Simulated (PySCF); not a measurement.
# AlSb (triplet): what the fields show

```xyz
2

Al    0.0000    0.0000   -2.2581
Sb    0.0000    0.0000    0.5039
```

Core potentials replace the inner electrons of Sb.

These are results of PySCF 2.14.0, PBE0/def2-SVP, non-relativistic Hamiltonian with scalar-relativistic core potentials where named, at a bond length of 2.762 Å, not measurements.

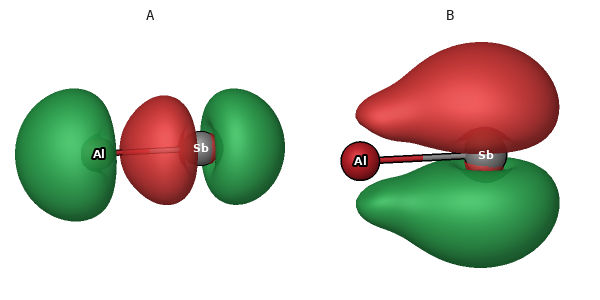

Figure 1. Two frontier α-spin orbitals, each drawn at the value that holds 80 % of its norm (green and red are the two phases), in no order; of a degenerate pair one member is drawn.

Q: Label each orbital by symmetry, say whether it is occupied, and order them by energy.

A: Orbital B: π, occupied in this spin, −6.37 eV; mainly on Sb (90 %).
Orbital A: σ, occupied in this spin, −5.49 eV; shared between the atoms (Al 50 %, Sb 50 %).

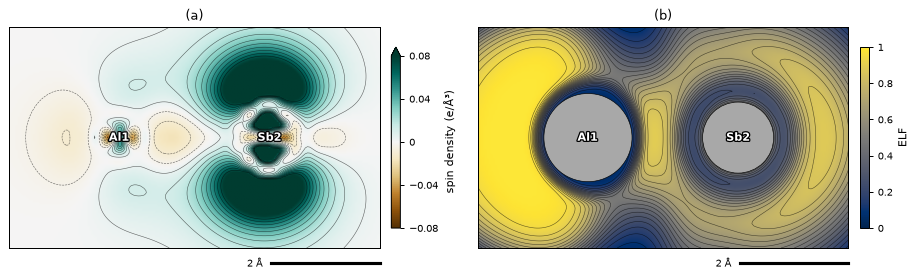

Figure 2. (a) spin density (α minus β); (b) electron localisation function on a plane that holds the molecular axis. Grey discs cover the atomic cores in the ELF map.

Q: Interpret the plot.

A: The plane passes through Al and Sb nuclei. Al–Sb (2.76 Å): the ELF peaks at about 0.90 between the atoms: a covalent bond. The ELF also peaks beside Al1 and Sb2, away from the bonds: non-bonding electrons, paired or unpaired. The unpaired spin (2 electrons) lies mostly on Sb2 (about 1.8) and Al1 (about 0.2), in electrons by Hirshfeld's partition.

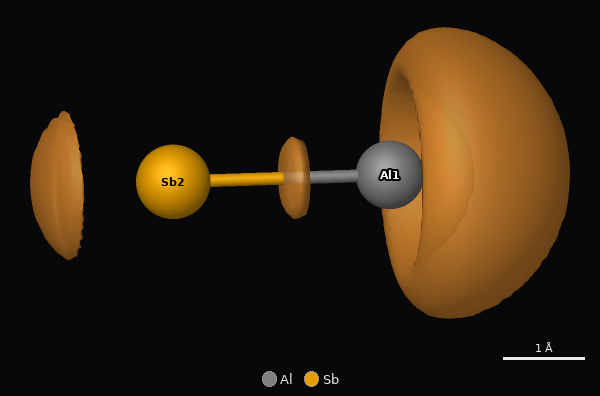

Figure 3. Isosurface of the ELF at 0.85 (orange), seen from one side. Core shells and regions of very low density are left out.

Q: Describe the localisation domains.

A: The surface consists of one region between bonded Al–Sb atoms (shared pairs), one lobe on Al, pointing away from the bonds (non-bonding electrons) and one lobe on Sb, pointing away from the bonds (non-bonding electrons).
